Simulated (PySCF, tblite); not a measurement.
# C₅H₁₃NSi: dynamics, then NMR shifts on frames, part 2 of 2

tblite 0.8.0 and PySCF 2.14.0. Atoms count from 0. Earlier steps stand in the parts before.

## 6. Nuclear shieldings: 800 fs, PBE0/pcSseg-1

What the job is given:

```
{"job": {"kind": "nmr", "xc": "PBE0", "basis": "pcSseg-1", "pop": false}, "charge": 0, "multiplicity": 1}
C     -1.191400    -1.335300     2.697200
C     -1.358500    -0.903600     1.472300
C     -2.517200    -1.283900     0.598100
Si    -0.313900     0.401500     0.660600
N      1.260800     0.594100     1.394300
C      1.803400     1.775400     2.132400
C      2.288100    -0.346800     0.980700
H     -0.481800    -1.033500     3.442100
H     -1.885800    -1.974000     3.201800
H     -2.996700    -0.415600     0.092400
H     -2.214200    -1.770300    -0.207800
H     -3.308900    -1.693400     1.148100
H      0.401100    -0.096200    -0.657000
H     -0.832500     1.704900     0.725000
H      1.292100     2.094600     3.068700
H      2.794700     1.529300     2.454600
H      1.934300     2.651500     1.473200
H      3.212700     0.243100     0.785900
H      2.558900    -1.145000     1.579500
H      2.252000    -0.908000     0.013800
```

With the program's defaults for keys left out, this is: GIAO PBE0/pcSseg-1 NMR shielding, non-relativistic, gas phase.

Output:

```text
coarse grid: 16176 points
cycle   1  E = -541.9470862660  dE =  6.273e-01  |g| = 4.689e-01  |ddm| = 3.877e+00
cycle   2  E = -541.9266448400  dE =  2.044e-02  |g| = 5.616e-01  |ddm| = 1.097e+00
cycle   3  E = -542.0044168229  dE = -7.777e-02  |g| = 8.165e-02  |ddm| = 6.658e-01
cycle   4  E = -542.0055572050  dE = -1.140e-03  |g| = 3.197e-02  |ddm| = 8.741e-02
cycle   5  E = -542.0057782000  dE = -2.210e-04  |g| = 6.419e-03  |ddm| = 3.485e-02
cycle   6  E = -542.0057863954  dE = -8.195e-06  |g| = 2.737e-03  |ddm| = 8.230e-03
final grid: 148800 points
cycle   7  E = -542.0459935742  dE = -2.826e-05  |g| = 9.460e-03  |ddm| = 2.584e-02
cycle   8  E = -542.0459769452  dE =  1.663e-05  |g| = 1.239e-02  |ddm| = 2.042e-02
cycle   9  E = -542.0460163750  dE = -3.943e-05  |g| = 1.805e-03  |ddm| = 1.198e-02
cycle  10  E = -542.0460171756  dE = -8.005e-07  |g| = 2.222e-04  |ddm| = 1.467e-03
cycle  11  E = -542.0460171871  dE = -1.154e-08  |g| = 9.523e-05  |ddm| = 3.446e-04
cycle  12  E = -542.0460171890  dE = -1.859e-09  |g| = 2.938e-05  |ddm| = 1.052e-04
cycle  13  E = -542.0460171891  dE = -1.737e-10  |g| = 7.098e-06  |ddm| = 3.601e-05
converged SCF energy = -542.0460171891

GIAO shielding tensors (ppm)
atom      isotropic    diamagn.    paramagn.     s11        s22        s33       span
  0 C       57.918     247.156    -189.238    -47.275     55.909    165.119    212.394
  1 C       46.118     265.428    -219.310    -58.335     16.219    180.471    238.805
  2 C      171.403     246.895     -75.491    150.254    163.053    200.903     50.649
  3 Si     367.167     884.248    -517.080    314.872    354.709    431.921    117.050
  4 N      254.858     330.052     -75.194    210.346    271.509    282.719     72.373
  5 C      140.589     237.215     -96.626    106.013    125.413    190.341     84.327
  6 C      141.504     240.798     -99.295     96.006    132.279    196.226    100.219
  7 H       25.835      31.885      -6.051     24.046     24.421     29.037      4.992
  8 H       26.079      28.964      -2.885     24.157     25.236     28.843      4.686
  9 H       29.966      29.872       0.093     25.731     28.990     35.177      9.446
 10 H       32.324      33.286      -0.962     28.552     30.376     38.046      9.494
 11 H       30.931      29.375       1.557     26.521     29.072     37.200     10.679
 12 H       25.229      32.185      -6.957     20.723     25.979     28.985      8.262
 13 H       27.186      33.632      -6.446     23.221     26.733     31.604      8.384
 14 H       28.299      26.967       1.332     23.788     26.049     35.061     11.273
 15 H       29.704      28.368       1.336     25.762     27.585     35.764     10.003
 16 H       28.368      28.218       0.150     23.346     26.143     35.616     12.269
 17 H       28.901      29.884      -0.983     24.077     26.444     36.182     12.105
 18 H       30.050      31.127      -1.077     25.664     27.013     37.472     11.808
 19 H       28.677      31.030      -2.353     25.161     26.537     34.333      9.172
```

Run time: 25 s. Hardware: 1 thread of Arm Neoverse V2, shared host; peak memory 0.88 GiB.

This run: δ C1 140.8, C0 129.0, C5 46.3, C6 45.4, H12 6.49, H7 5.88 ppm.

## 7. Shielding tensors: 1000 fs, PBE0/pcSseg-1

What the job is given:

```
{"job": {"kind": "nmr", "xc": "PBE0", "basis": "pcSseg-1", "pop": false}, "charge": 0, "multiplicity": 1}
C     -0.815300    -2.228500     3.245600
C     -1.154100    -1.582000     2.132900
C     -2.381200    -2.091100     1.442400
Si    -0.628600     0.061400     1.191900
N      1.070200     0.211900     1.276400
C      1.817500     1.476000     1.028200
C      1.998300    -0.837100     1.831800
H      0.081500    -1.979600     3.664400
H     -1.544100    -3.029200     3.474900
H     -3.176400    -1.304200     1.722300
H     -2.345600    -1.945900     0.363200
H     -2.577100    -3.020900     1.620400
H     -0.715000    -0.337000    -0.317200
H     -1.400700     1.254500     1.608700
H      2.256500     1.579000    -0.036200
H      1.053500     2.276500     1.103200
H      2.591100     1.554500     1.821600
H      2.365300    -0.533300     2.799000
H      1.395500    -1.731900     1.980400
H      2.908500    -0.974500     0.998300
```

Method: GIAO PBE0/pcSseg-1 NMR shielding, non-relativistic, gas phase.

Output:

```text
coarse grid: 16176 points
cycle   1  E = -541.9311178259  dE =  4.189e-01  |g| = 4.790e-01  |ddm| = 3.825e+00
cycle   2  E = -541.9036441252  dE =  2.747e-02  |g| = 5.957e-01  |ddm| = 1.149e+00
cycle   3  E = -541.9901820639  dE = -8.654e-02  |g| = 8.233e-02  |ddm| = 7.173e-01
cycle   4  E = -541.9913490676  dE = -1.167e-03  |g| = 3.211e-02  |ddm| = 9.597e-02
cycle   5  E = -541.9915804058  dE = -2.313e-04  |g| = 5.846e-03  |ddm| = 3.448e-02
cycle   6  E = -541.9915886354  dE = -8.230e-06  |g| = 1.360e-03  |ddm| = 7.478e-03
final grid: 148800 points
cycle   7  E = -542.0321682017  dE = -3.381e-05  |g| = 7.790e-03  |ddm| = 2.737e-02
cycle   8  E = -542.0321623624  dE =  5.839e-06  |g| = 9.157e-03  |ddm| = 1.604e-02
cycle   9  E = -542.0321841408  dE = -2.178e-05  |g| = 9.383e-04  |ddm| = 9.163e-03
cycle  10  E = -542.0321843157  dE = -1.748e-07  |g| = 3.230e-04  |ddm| = 9.958e-04
cycle  11  E = -542.0321843400  dE = -2.430e-08  |g| = 7.379e-05  |ddm| = 3.398e-04
cycle  12  E = -542.0321843412  dE = -1.192e-09  |g| = 3.606e-05  |ddm| = 1.064e-04
cycle  13  E = -542.0321843415  dE = -2.900e-10  |g| = 7.064e-06  |ddm| = 3.511e-05
converged SCF energy = -542.0321843415

GIAO shielding tensors (ppm)
atom      isotropic    diamagn.    paramagn.     s11        s22        s33       span
  0 C       51.730     258.265    -206.535    -76.719     83.512    148.397    225.116
  1 C       22.693     264.856    -242.163    -94.053     -4.596    166.728    260.781
  2 C      157.900     253.693     -95.794    135.234    147.190    191.275     56.042
  3 Si     375.121     884.331    -509.210    332.249    358.451    434.663    102.414
  4 N      245.673     329.685     -84.012    204.663    242.498    289.858     85.195
  5 C      135.688     246.480    -110.792    108.696    120.158    178.211     69.515
  6 C      128.458     247.559    -119.102    106.295    111.094    167.984     61.688
  7 H       26.184      34.267      -8.083     21.601     25.217     31.734     10.134
  8 H       24.125      29.580      -5.455     20.212     23.340     28.821      8.609
  9 H       28.315      28.388      -0.073     24.905     26.494     33.546      8.641
 10 H       29.536      33.276      -3.740     25.298     29.814     33.495      8.198
 11 H       32.675      36.152      -3.477     29.457     31.432     37.137      7.681
 12 H       24.801      32.720      -7.919     20.233     24.102     30.069      9.836
 13 H       26.022      31.659      -5.636     23.124     24.602     30.342      7.218
 14 H       27.363      29.479      -2.116     23.392     25.096     33.601     10.209
 15 H       28.218      30.751      -2.533     23.755     26.646     34.253     10.498
 16 H       28.470      29.313      -0.843     24.408     26.541     34.459     10.051
 17 H       28.783      30.546      -1.763     25.393     26.840     34.116      8.723
 18 H       27.523      33.815      -6.293     21.986     28.698     31.884      9.897
 19 H       26.118      27.444      -1.326     22.329     23.864     32.163      9.834
```

It took 24 s on 1 thread of Arm Neoverse V2, shared host; peak memory 0.88 GiB.

Key values: δ C1 164.2, C0 135.2, C6 58.5, C5 51.2, H8 7.59, H12 6.92 ppm.

## 8. Comparing the runs: NMR shifts

Shifts (ppm) of some atoms, chosen among heavy atoms and hydrogens apart, with basis size and wall time:

| frame | C1 | C0 | C6 | C2 | H19 | H11 | Si3 | functions | time |
| --- | --- | --- | --- | --- | --- | --- | --- | --- | --- |
| 250 fs | 153.5 | 134.0 | 40.6 | 19.9 | 2.90 | 1.79 | -12.1 | 191 | 25 s |
| 425 fs | 169.1 | 149.1 | 45.9 | 31.0 | 1.48 | 2.55 | -9.0 | 191 | 25 s |
| 625 fs | 167.4 | 146.0 | 42.8 | 32.0 | 3.02 | 2.95 | -33.4 | 191 | 25 s |
| 800 fs | 140.8 | 129.0 | 45.4 | 15.5 | 3.04 | 0.79 | -18.0 | 191 | 25 s |
| 1000 fs | 164.2 | 135.2 | 58.5 | 29.0 | 5.60 | -0.96 | -26.0 | 191 | 24 s |

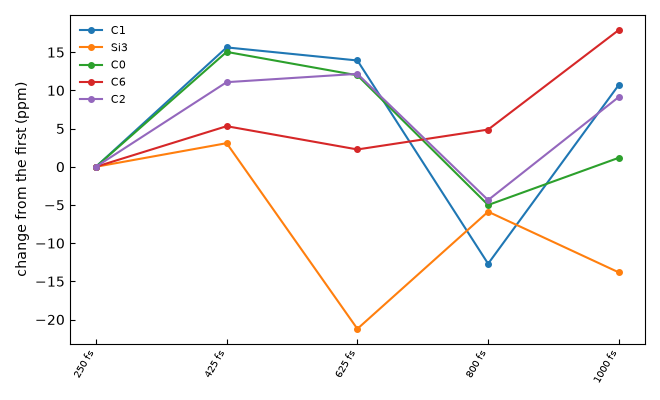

How five of the tabulated atoms move from run to run.

## 9. Results

What follows sums up all 2 parts.

| quantity | value |
| --- | --- |
| thermostat | 600 K |
| mean temperature, second half | 618 K |
| mean potential energy above the minimum | 1.43 eV |
| ¹³C shifts against TMS (PBE0/pcSseg-1, 250 fs) | 153.5, 134.0, 41.8, 40.6, 19.9 ppm |
| ¹H shifts against TMS (PBE0/pcSseg-1, 250 fs) | 6.66, 5.63, 5.38, 5.27, 3.45, 2.90, 2.82, 2.57, 2.19, 1.79, 1.77, 0.84, 0.83 ppm |
| ²⁹Si shifts against TMS (PBE0/pcSseg-1, 250 fs) | -12.1 ppm |
| ¹⁵N shifts against NH3 (PBE0/pcSseg-1, 250 fs) | 19.9 ppm |
| range of the shift of C1 | 140.8 to 169.1 ppm |

In the second half the potential energy averages 1.43 eV above the minimum; equipartition over 54 harmonic modes at 600 K would give 1.40 eV. With 20 atoms the temperature swings widely (294 to 878 K). Shifts at one fixed geometry are not the observed spectrum, which averages over the motion. In the first frame run (250 fs): The widest tensor belongs to C1: span 235 ppm, with a paramagnetic part of -229 ppm. In ppm, C1 moves most: its shift spreads over 28.3 ppm, from 140.8 (800 fs) to 169.1 (425 fs).
